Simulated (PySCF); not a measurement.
# C3H12O2Si2: a tour of settings

Aim: see how C3H12O2Si2 (`CO[SiH2]OCC[SiH3]`) answers to the choice of functional, basis, grid and SCF options, and what happens with inputs that are wrong on purpose.

Computed with PySCF 2.14.0, with density-fitted response routines of our own, on a single molecule in the gas phase. Atoms count from 0, in the outputs and in this text.

## (1) The starting structure

19 atoms, charge 0, multiplicity 1; geometry from: GFN2-xTB.

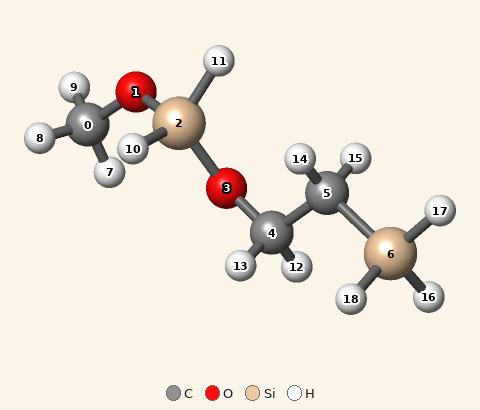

The starting geometry (carbon grey, oxygen red, silicon light orange, hydrogen white), atoms numbered.

## (2) Shielding tensors: PBE0/pcSseg-1

The job: settings as JSON, then the geometry in Å.

```
{"job": {"kind": "nmr", "xc": "PBE0", "basis": "pcSseg-1"}, "charge": 0, "multiplicity": 1}
C     -3.800176     0.197382    -0.419164
O     -2.948836    -0.010046     0.666813
Si    -1.446449    -0.593077     0.708284
O     -0.511486     0.377414    -0.192951
C      0.854047     0.277524    -0.479873
C      1.719558     0.182176     0.764806
Si     3.576250     0.111637     0.371891
H     -3.322343     0.814173    -1.182913
H     -4.090371    -0.757386    -0.866075
H     -4.693958     0.705012    -0.052546
H     -1.349128    -1.963913     0.188908
H     -1.205824    -0.500952     2.139884
H      1.114944     1.171530    -1.057190
H      1.023954    -0.602006    -1.114101
H      1.418138    -0.707931     1.319763
H      1.496077     1.035547     1.406471
H      3.988306     1.334178    -0.320687
H      4.317499    -0.018012     1.626515
H      3.849994    -1.043998    -0.484968
```

Method: GIAO PBE0/pcSseg-1 NMR shielding, non-relativistic, gas phase.

Command:

```console
$ OMP_NUM_THREADS=1 python probes_run.py task.json out
```

One launch serves the whole session: the jobs run in the order shown.

The log of the run:

```text
coarse grid: 16120 points
cycle   1  E = -850.2053261904  dE =  6.632e-01  |g| = 8.927e-01  |ddm| = 3.728e+00
cycle   2  E = -850.0031186952  dE =  2.022e-01  |g| = 1.372e+00  |ddm| = 1.844e+00
cycle   3  E = -850.3477884913  dE = -3.447e-01  |g| = 8.524e-02  |ddm| = 1.276e+00
cycle   4  E = -850.3488256205  dE = -1.037e-03  |g| = 4.290e-02  |ddm| = 8.597e-02
cycle   5  E = -850.3492556937  dE = -4.301e-04  |g| = 8.802e-03  |ddm| = 3.898e-02
cycle   6  E = -850.3492704146  dE = -1.472e-05  |g| = 3.070e-03  |ddm| = 7.473e-03
cycle   7  E = -850.3492719874  dE = -1.573e-06  |g| = 4.912e-04  |ddm| = 2.228e-03
final grid: 144360 points
cycle   8  E = -850.4109334139  dE = -2.163e-05  |g| = 1.233e-02  |ddm| = 2.130e-02
cycle   9  E = -850.4109051813  dE =  2.823e-05  |g| = 1.761e-02  |ddm| = 1.759e-02
cycle  10  E = -850.4109611076  dE = -5.593e-05  |g| = 1.200e-03  |ddm| = 1.115e-02
cycle  11  E = -850.4109614172  dE = -3.096e-07  |g| = 1.826e-04  |ddm| = 1.149e-03
cycle  12  E = -850.4109614242  dE = -7.060e-09  |g| = 5.469e-05  |ddm| = 2.063e-04
cycle  13  E = -850.4109614248  dE = -5.509e-10  |g| = 2.312e-05  |ddm| = 6.167e-05
converged SCF energy = -850.4109614248

GIAO shielding tensors (ppm)
atom      isotropic    diamagn.    paramagn.     s11        s22        s33       span
  0 C      134.291     242.581    -108.290    106.637    111.497    184.739     78.102
  1 O      314.165     396.789     -82.623    241.115    325.791    375.589    134.474
  2 Si     387.685     882.747    -495.062    370.061    375.482    417.513     47.452
  3 O      271.633     400.612    -128.980    225.387    263.308    326.203    100.816
  4 C      121.737     243.585    -121.848     87.788    111.867    165.557     77.769
  5 C      168.748     255.449     -86.701    155.138    165.725    185.381     30.243
  6 Si     427.477     878.581    -451.104    402.577    411.710    468.143     65.566
  7 H       27.769      30.354      -2.585     22.923     26.729     33.653     10.730
  8 H       28.005      28.034      -0.029     24.045     25.629     34.341     10.296
  9 H       27.763      26.618       1.146     23.497     25.558     34.236     10.740
 10 H       26.729      32.116      -5.388     23.239     25.529     31.418      8.179
 11 H       26.973      32.301      -5.328     22.490     26.729     31.701      9.210
 12 H       27.609      31.589      -3.980     21.679     29.008     32.140     10.461
 13 H       27.537      32.583      -5.046     21.954     28.921     31.737      9.782
 14 H       30.783      33.632      -2.849     25.905     31.012     35.432      9.527
 15 H       30.273      32.469      -2.197     26.090     29.725     35.004      8.914
 16 H       28.004      27.845       0.160     24.585     26.205     33.223      8.637
 17 H       27.846      27.391       0.455     24.546     25.589     33.403      8.857
 18 H       28.035      28.050      -0.015     24.570     26.490     33.047      8.477
```

Run time: 32 s. Hardware: 1 thread of Intel Xeon Platinum 8488C, shared host; peak memory 0.84 GiB.

Shifts follow as δ = σ(reference) − σ, with reference shieldings (ppm) from runs at the same level and on the same kind of geometry: 1H TMS 31.72, 13C TMS 186.9, 29Si TMS 349.2, 17O H2O 336.1. The references are single molecules in the gas phase, so shifts against H2O, NH3, PH3, H3PO4 or CFCl3 are not on the usual liquid scales and can be off by tens of ppm. Atoms listed in one row are averaged.

| atoms | environment | σ (ppm) | δ (ppm) | δ scaled to CDCl3 |
| --- | --- | --- | --- | --- |
| C4 | sp3 CH2 bonded to O | 121.7 | 65.2 | 61.7 |
| C0 | methyl carbon bonded to O | 134.3 | 52.6 | 49.5 |
| C5 | sp3 CH2 bonded to Si | 168.7 | 18.2 | 15.8 |
| H10, H11 | hydrogen on a silicon bonded to 2 O | 26.85 | 4.87 | – |
| H12, H13 | hydrogen on an sp3 CH2 bonded to O | 27.57 | 4.14 | 4.01 |
| H7, H8, H9 | hydrogen on a methyl carbon bonded to O | 27.85 | 3.87 | 3.76 |
| H16, H17, H18 | hydrogen on a silicon bonded to C | 27.96 | 3.76 | – |
| H14, H15 | hydrogen on an sp3 CH2 bonded to Si | 30.53 | 1.19 | 1.23 |
| O3 | oxygen bonded to C, Si | 271.6 | 64.4 | – |
| O1 | oxygen bonded to C, Si | 314.2 | 21.9 | – |
| Si2 | silicon bonded to 2 O, 2 H | 387.7 | -38.5 | – |
| Si6 | silicon bonded to C, 3 H | 427.5 | -78.3 | – |

The scaled column applies a straight-line fit of computed shieldings to shifts measured in CDCl3 (root-mean-square error 0.16 ppm for H, 1.9 ppm for C).

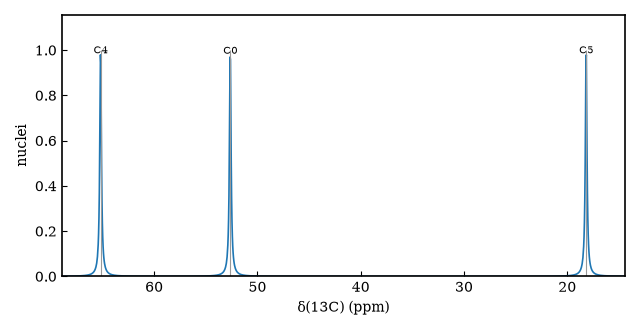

13C lines at the computed shifts, without couplings. Lines are broadened to a width of 0.19 ppm (Lorentzian).

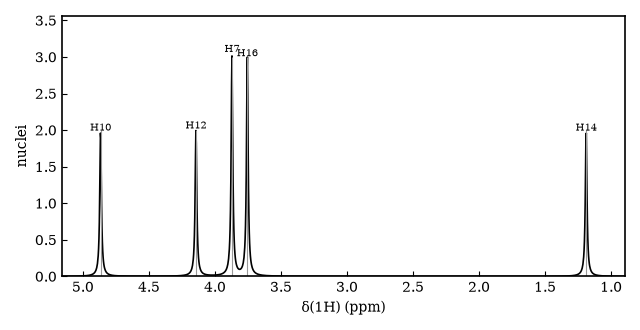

1H lines at the computed shifts, without couplings. Lines are broadened to a width of 0.01 ppm (Lorentzian).

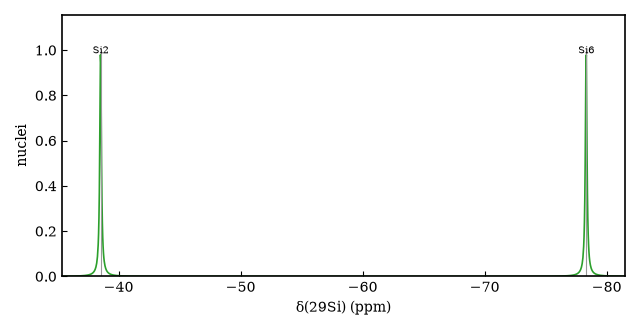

29Si lines at the computed shifts, without couplings. Lines are broadened to a width of 0.16 ppm (Lorentzian).

Charges from the same density, by scheme (e):

| atoms | Mulliken | IAO | Hirshfeld | ESP fit |
| --- | --- | --- | --- | --- |
| C0 | 0.00 | -0.20 | -0.03 | -0.10 |
| O1 | -0.63 | -0.64 | -0.23 | -0.41 |
| Si2 | 0.95 | 1.20 | 0.43 | 0.78 |
| O3 | -0.64 | -0.65 | -0.23 | -0.41 |
| C4 | 0.12 | -0.03 | 0.01 | 0.09 |
| C5 | -0.59 | -0.55 | -0.16 | -0.23 |
| Si6 | 0.49 | 0.60 | 0.32 | 0.32 |

Mulliken charges:

C0 0.00; O1 -0.63; Si2 0.95; O3 -0.64; C4 0.12; C5 -0.59; Si6 0.49; H7 0.10; H8 0.10; H9 0.12; H10 -0.17; H11 -0.15; H12 0.12; H13 0.10; H14 0.16; H15 0.16; H16 -0.08; H17 -0.08; H18 -0.08

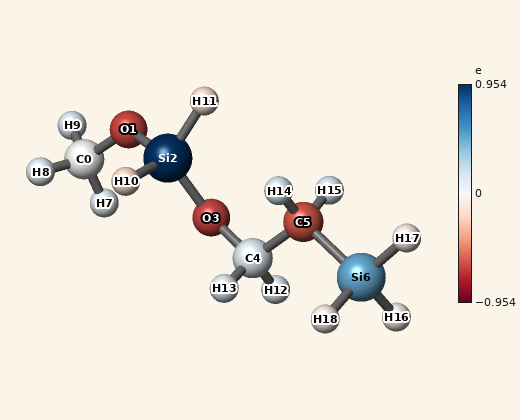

Mulliken charges, as colours on the atoms.

Mayer bond orders: C0–O1 0.89, O1–Si2 1.04, Si2–O3 0.97, O3–C4 0.88, C4–C5 1.04, C5–Si6 0.92.

## (3) Ultraviolet spectrum: PBE0/def2-SVPD

Same as in step 2 but for these lines:

```diff
@@ -1,2 +1,2 @@
-{"job": {"kind": "nmr", "xc": "PBE0", "basis": "pcSseg-1"}, "charge": 0, "multiplicity": 1}
+{"job": {"kind": "uv", "xc": "PBE0", "basis": "def2-SVPD", "nstates": 6, "ntriplets": 2}, "charge": 0, "multiplicity": 1}
 C     -3.800176     0.197382    -0.419164
```

With the program's defaults for keys left out, this is: TDDFT PBE0/def2-SVPD, vertical, gas phase, core orbitals frozen in the response.

The log of the run:

```text
coarse grid: 16120 points
cycle   1  E = -849.8410338968  dE =  6.126e-01  |g| = 8.412e-01  |ddm| = 5.620e+00
cycle   2  E = -849.6234817211  dE =  2.176e-01  |g| = 1.349e+00  |ddm| = 2.306e+00
cycle   3  E = -849.9764789894  dE = -3.530e-01  |g| = 8.361e-02  |ddm| = 1.401e+00
cycle   4  E = -849.9775290029  dE = -1.050e-03  |g| = 4.500e-02  |ddm| = 1.566e-01
cycle   5  E = -849.9780240546  dE = -4.951e-04  |g| = 8.449e-03  |ddm| = 6.580e-02
cycle   6  E = -849.9780379333  dE = -1.388e-05  |g| = 3.381e-03  |ddm| = 1.308e-02
cycle   7  E = -849.9780399925  dE = -2.059e-06  |g| = 5.080e-04  |ddm| = 3.560e-03
final grid: 144360 points
cycle   8  E = -850.0991647951  dE = -2.574e-05  |g| = 1.118e-02  |ddm| = 1.108e-01
cycle   9  E = -850.0991391923  dE =  2.560e-05  |g| = 1.613e-02  |ddm| = 2.730e-02
cycle  10  E = -850.0991896849  dE = -5.049e-05  |g| = 1.218e-03  |ddm| = 1.620e-02
cycle  11  E = -850.0991900321  dE = -3.472e-07  |g| = 1.597e-04  |ddm| = 1.486e-03
cycle  12  E = -850.0991900377  dE = -5.595e-09  |g| = 5.839e-05  |ddm| = 4.036e-04
cycle  13  E = -850.0991900385  dE = -7.876e-10  |g| = 2.375e-05  |ddm| = 1.158e-04
converged SCF energy = -850.0991900385

Static polarisability (au): isotropic 97.153, principal 83.614 87.716 120.128

Singlet excitations
state   eV       nm        f      main configurations
  1   7.1908    172.4   0.01195   H->L 0.73, H->L+1 0.15
  2   7.4232    167.0   0.01996   H->L+1 0.73, H->L 0.11
  3   7.6388    162.3   0.00802   H-1->L+1 0.62, H-1->L 0.23
  4   7.7671    159.6   0.00861   H->L+2 0.46, H->L+4 0.16, H->L+3 0.10
  5   7.8066    158.8   0.00883   H-1->L 0.45, H-1->L+1 0.19, H-2->L 0.14
  6   7.9041    156.9   0.00438   H-2->L 0.56, H-3->L 0.17, H-1->L 0.11

Triplet excitations (Tamm-Dancoff, eV): 6.9082 7.1786
```

Run time: 50 s. Hardware: 1 thread of Intel Xeon Platinum 8488C, shared host; peak memory 1 GiB.

The orbitals next to the gap, with their largest atomic shares:

| orbital | eV | atoms |
| --- | --- | --- |
| HOMO−3 | -8.86 | O3 25 %, O1 23 %, C4 12 % |
| HOMO−2 | -8.68 | O1 26 %, O3 23 %, C5 12 % |
| HOMO−1 | -8.37 | O1 45 %, O3 14 %, C0 13 % |
| HOMO | -8.04 | O3 33 %, Si2 16 %, H10 12 % |
| LUMO | 0.27 | Si6 26 %, C5 11 %, Si2 8 % |
| LUMO+1 | 0.64 | Si2 31 %, C0 16 %, H10 9 % |
| LUMO+2 | 0.83 | Si6 38 %, H16 10 %, H17 9 % |

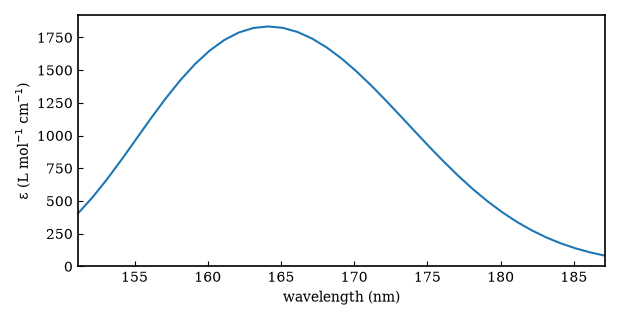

Absorption spectrum: each of the 6 states is a Gaussian band of 0.4 eV half-width at 1/e. Beyond the last state computed it falls off for lack of states.

Ground-state properties from the same run:

| property | computed |
| --- | --- |
| dipole moment (D) | 1.10 |
| polarisability (Å³) | 14.40 |
| HOMO–LUMO gap (eV) | 8.31 |
| −ε(HOMO) (eV) | 8.04 |

## (4) Nuclear shieldings: PBE0/pcSseg-1

Same as in step 3 but for these lines:

```diff
@@ -1,2 +1,2 @@
-{"job": {"kind": "uv", "xc": "PBE0", "basis": "def2-SVPD", "nstates": 6, "ntriplets": 2}, "charge": 0, "multiplicity": 1}
+{"job": {"kind": "nmr", "xc": "PBE0", "basis": "pcSseg-1", "pop": true, "scf": {"guess": "sap"}}, "charge": 0, "multiplicity": 1}
 C     -3.800176     0.197382    -0.419164
```

Level: GIAO PBE0/pcSseg-1 NMR shielding, non-relativistic, gas phase.

The log of the run:

```text
final grid: 144360 points
cycle   1  E = -831.5153084540  dE =  1.577e+01  |g| = 6.044e+00  |ddm| = 4.472e+01
cycle   2  E = -792.2529034710  dE =  3.926e+01  |g| = 1.362e+01  |ddm| = 4.608e+01
cycle   3  E = -830.4976540048  dE = -3.824e+01  |g| = 7.009e+00  |ddm| = 1.152e+01
cycle   4  E = -842.4151947654  dE = -1.192e+01  |g| = 4.896e+00  |ddm| = 8.292e+00
cycle   5  E = -849.8944271949  dE = -7.479e+00  |g| = 1.405e+00  |ddm| = 9.565e+00
cycle   6  E = -850.1775288320  dE = -2.831e-01  |g| = 1.017e+00  |ddm| = 1.717e+00
cycle   7  E = -850.3932406199  dE = -2.157e-01  |g| = 2.714e-01  |ddm| = 7.564e-01
cycle   8  E = -850.4084629445  dE = -1.522e-02  |g| = 9.579e-02  |ddm| = 3.183e-01
cycle   9  E = -850.4107342272  dE = -2.271e-03  |g| = 3.211e-02  |ddm| = 1.136e-01
cycle  10  E = -850.4109403149  dE = -2.061e-04  |g| = 9.636e-03  |ddm| = 3.333e-02
cycle  11  E = -850.4109600720  dE = -1.976e-05  |g| = 2.638e-03  |ddm| = 9.840e-03
cycle  12  E = -850.4109612547  dE = -1.183e-06  |g| = 8.850e-04  |ddm| = 2.562e-03
cycle  13  E = -850.4109614078  dE = -1.531e-07  |g| = 2.575e-04  |ddm| = 8.207e-04
cycle  14  E = -850.4109614231  dE = -1.533e-08  |g| = 8.509e-05  |ddm| = 2.956e-04
cycle  15  E = -850.4109614248  dE = -1.670e-09  |g| = 1.665e-05  |ddm| = 8.146e-05
cycle  16  E = -850.4109614249  dE = -5.571e-11  |g| = 4.998e-06  |ddm| = 1.777e-05
converged SCF energy = -850.4109614249

GIAO shielding tensors (ppm)
atom      isotropic    diamagn.    paramagn.     s11        s22        s33       span
  0 C      134.292     242.581    -108.289    106.638    111.498    184.740     78.102
  1 O      314.166     396.789     -82.623    241.115    325.794    375.589    134.474
  2 Si     387.685     882.747    -495.062    370.061    375.482    417.513     47.451
  3 O      271.628     400.613    -128.985    225.387    263.303    326.195    100.808
  4 C      121.737     243.585    -121.848     87.788    111.867    165.557     77.769
  5 C      168.747     255.449     -86.702    155.137    165.724    185.380     30.243
  6 Si     427.477     878.581    -451.103    402.578    411.711    468.143     65.565
  7 H       27.769      30.354      -2.585     22.923     26.729     33.654     10.730
  8 H       28.005      28.034      -0.029     24.045     25.629     34.341     10.296
  9 H       27.764      26.618       1.146     23.497     25.558     34.236     10.739
 10 H       26.729      32.116      -5.387     23.239     25.529     31.418      8.179
 11 H       26.973      32.301      -5.328     22.490     26.729     31.701      9.210
 12 H       27.609      31.589      -3.980     21.678     29.008     32.140     10.461
 13 H       27.537      32.583      -5.046     21.954     28.921     31.737      9.782
 14 H       30.783      33.632      -2.849     25.905     31.012     35.432      9.527
 15 H       30.273      32.469      -2.197     26.090     29.725     35.004      8.914
 16 H       28.004      27.845       0.160     24.585     26.205     33.223      8.637
 17 H       27.846      27.391       0.455     24.546     25.589     33.403      8.857
 18 H       28.035      28.050      -0.015     24.570     26.490     33.047      8.477
```

Wall time 39 s (1 thread of Intel Xeon Platinum 8488C, shared host); peak memory 0.82 GiB.

Key values: δ C4 65.2, C0 52.6, C5 18.2, O3 64.5, H10 4.87, H12 4.14 ppm (means over like atoms).

## (5) Indirect couplings: PBE0/cc-pVDZ

Same as in step 4 but for these lines:

```diff
@@ -1,2 +1,2 @@
-{"job": {"kind": "nmr", "xc": "PBE0", "basis": "pcSseg-1", "pop": true, "scf": {"guess": "sap"}}, "charge": 0, "multiplicity": 1}
+{"job": {"kind": "j", "xc": "PBE0", "basis": "cc-pVDZ", "scf": {"max_cycle": 3}}, "charge": 0, "multiplicity": 1}
 C     -3.800176     0.197382    -0.419164
```

Level: PBE0/cc-pVDZ indirect spin-spin coupling, non-relativistic, gas phase.

The log of the run:

```text
final grid: 144360 points
cycle   1  E = -850.3090402540  dE =  7.391e-01  |g| = 8.665e-01  |ddm| = 7.552e+00
cycle   2  E = -850.1027217173  dE =  2.063e-01  |g| = 1.344e+00  |ddm| = 2.848e+00
cycle   3  E = -850.4523983770  dE = -3.497e-01  |g| = 7.683e-02  |ddm| = 1.706e+00
SCF not converged, last energy = -850.4523983770
```

Run time: 6.2 s. Hardware: 1 thread of Intel Xeon Platinum 8488C, shared host; peak memory 0.68 GiB.

Diagnosis: The cap of 3 cycles ended the SCF at a gradient of 7.7e-02. The remedy is to raise the cap. Numbers printed on the way are no properties of the molecule.

## (6) Shielding tensors: PBE0/pcSseg-1

Same as in step 5 but for these lines:

```diff
@@ -1,2 +1,2 @@
-{"job": {"kind": "j", "xc": "PBE0", "basis": "cc-pVDZ", "scf": {"max_cycle": 3}}, "charge": 0, "multiplicity": 1}
+{"job": {"kind": "nmr", "xc": "PBE0", "basis": "pcSseg-1", "pop": false, "scf": {"conv": 0.001, "max_cycle": 92}}, "charge": 0, "multiplicity": 1}
 C     -3.800176     0.197382    -0.419164
```

With the program's defaults for keys left out, this is: GIAO PBE0/pcSseg-1 NMR shielding, non-relativistic, gas phase.

The log of the run:

```text
final grid: 144360 points
cycle   1  E = -850.2647050666  dE =  6.668e-01  |g| = 9.021e-01  |ddm| = 3.726e+00
cycle   2  E = -850.0572033139  dE =  2.075e-01  |g| = 1.387e+00  |ddm| = 1.860e+00
cycle   3  E = -850.4094584942  dE = -3.523e-01  |g| = 8.559e-02  |ddm| = 1.293e+00
cycle   4  E = -850.4105120971  dE = -1.054e-03  |g| = 4.301e-02  |ddm| = 8.718e-02
cycle   5  E = -850.4109446112  dE = -4.325e-04  |g| = 8.955e-03  |ddm| = 3.922e-02
converged SCF energy = -850.4109446112

GIAO shielding tensors (ppm)
atom      isotropic    diamagn.    paramagn.     s11        s22        s33       span
  0 C      134.148     242.599    -108.451    106.380    111.262    184.803     78.424
  1 O      314.036     396.712     -82.676    240.537    325.668    375.902    135.365
  2 Si     387.841     882.740    -494.899    370.202    375.671    417.649     47.446
  3 O      271.032     400.681    -129.649    225.020    262.392    325.684    100.663
  4 C      121.990     243.565    -121.575     87.854    112.146    165.969     78.115
  5 C      170.102     255.255     -85.153    156.549    166.904    186.852     30.303
  6 Si     426.677     878.614    -451.936    401.266    410.717    468.049     66.783
  7 H       27.723      30.357      -2.634     22.834     26.707     33.628     10.795
  8 H       27.993      28.037      -0.044     24.054     25.606     34.321     10.267
  9 H       27.777      26.618       1.159     23.596     25.506     34.230     10.634
 10 H       26.708      32.126      -5.418     23.247     25.536     31.342      8.096
 11 H       26.941      32.308      -5.367     22.427     26.745     31.652      9.225
 12 H       27.604      31.583      -3.979     21.680     29.026     32.107     10.427
 13 H       27.527      32.582      -5.055     21.943     28.959     31.680      9.737
 14 H       30.840      33.635      -2.795     25.897     31.000     35.623      9.727
 15 H       30.331      32.471      -2.140     26.100     29.722     35.172      9.072
 16 H       28.014      27.869       0.145     24.600     26.234     33.208      8.608
 17 H       27.885      27.420       0.465     24.668     25.588     33.399      8.731
 18 H       28.036      28.077      -0.041     24.559     26.512     33.038      8.478
```

It took 24 s on 1 thread of Intel Xeon Platinum 8488C, shared host; peak memory 0.82 GiB.

A normal end doesn't make this result sound: the SCF threshold of 0.001 Eh is far too loose. Its shieldings differ from those of step 2 (PBE0/pcSseg-1) by up to 1 ppm (C5).

## (7) Outcome

```
                                                              quantity                                            value
                                13C shifts against TMS (PBE0/pcSseg-1)                             65.2, 52.6, 18.2 ppm
1H shifts against TMS (PBE0/pcSseg-1, means over atoms taken as alike)                 4.87, 4.14, 3.87, 3.76, 1.19 ppm
                                17O shifts against H2O (PBE0/pcSseg-1)                                   64.4, 21.9 ppm
                               29Si shifts against TMS (PBE0/pcSseg-1)                                 -38.5, -78.3 ppm
                                       lowest singlet (PBE0/def2-SVPD)                      7.19 eV (172 nm), f = 0.012
                              brightest single state of those computed                      state 2, 7.42 eV, f = 0.020
                                                        lowest triplet                                          6.91 eV
                                         property runs in this session  5, of which 1 failed and 1 gave unsound results
```

In words: Single values in the summary come from the first run of each kind that ended normally (PBE0/pcSseg-1; PBE0/def2-SVPD), which need not be the best level. At PBE0/pcSseg-1: Shielding is most anisotropic at O1 (span 134 ppm, paramagnetic term -83 ppm). The lowest singlet, at 7.19 eV, is HOMO→LUMO 0.73, HOMO→LUMO+1 0.15 and is weak; of the 6 states computed, the strongest absorption comes from state 2 at 7.42 eV. The lowest triplet lies 0.28 eV below the lowest singlet (triplets in Tamm-Dancoff, singlets in full TDDFT).
